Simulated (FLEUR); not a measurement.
Band structure of YHg₂ (P6/mmm, 3 atoms in the cell).

```yaml
crystal:
  lattice:
    - [4.80153, 0.00000, 0.00000]
    - [-2.40077, 4.15825, 0.00000]
    - [0.00000, 0.00000, 3.43464]
  atoms:
    - { symbol: Y, position: [0.00000, 0.00000, 0.00000] }
    - { symbol: Hg, position: [0.33333, 0.66667, 0.50000] }
    - { symbol: Hg, position: [0.66667, 0.33333, 0.50000] }
```

Method of the run: PBEsol, all-electron FLAPW (FLEUR), scalar-relativistic valence.

Settings: Kmax = 4 1/bohr; GmaxXC = 20 1/bohr; xcFunctional = PBEs; jspins = 1; l_soc = F; mode = hist; fermiSmearingEnergy = 0.00499791 Htr; mesh (inpgen div1-3) = 9 9 11; inpgen gamma flag = false; Gmax = 20 1/bohr; numbands = 0; maxIterBroyd = 15; imix = Anderson; alpha = 0.05.

The starting cell comes from a database of computed structures (which also holds hypothetical and non-ambient phases and stackings), without a prior relaxation at this level. Its lattice was rescaled by a random factor within 2.5 % of one. Spin-orbit coupling is off. Values depend on the basis (sphere radii, cutoffs, local orbitals), which need not be converged.

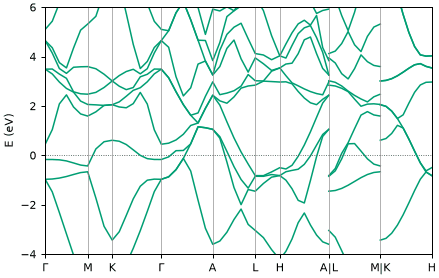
Bands along the path, energies from the Fermi level.

Levels in eV from the Fermi level, bands 23 to 30:
```json
[
 {"point": "Γ", "23": "-6.79", "24": "-0.98", "25": "-0.98", "26": "-0.17", "27": "0.45", "28": "3.49", "29": "3.49", "30": "4.64"},
 {"point": "M", "23": "-5.91", "24": "-5.43", "25": "-0.67", "26": "-0.44", "27": "1.59", "28": "2.06", "29": "2.47", "30": "3.59"},
 {"point": "K", "23": "-5.34", "24": "-5.34", "25": "-3.44", "26": "0.61", "27": "2.05", "28": "2.05", "29": "3.01", "30": "3.01"},
 {"point": "A", "23": "-5.06", "24": "-3.61", "25": "1.05", "26": "1.05", "27": "2.43", "28": "2.43", "29": "2.97", "30": "3.25"},
 {"point": "L", "23": "-4.53", "24": "-3.05", "25": "-1.46", "26": "-0.85", "27": "-0.83", "28": "2.84", "29": "3.02", "30": "3.94"},
 {"point": "H", "23": "-4.23", "24": "-4.23", "25": "-0.82", "26": "-0.82", "27": "-0.50", "28": "2.97", "29": "3.54", "30": "3.54"}
]
```
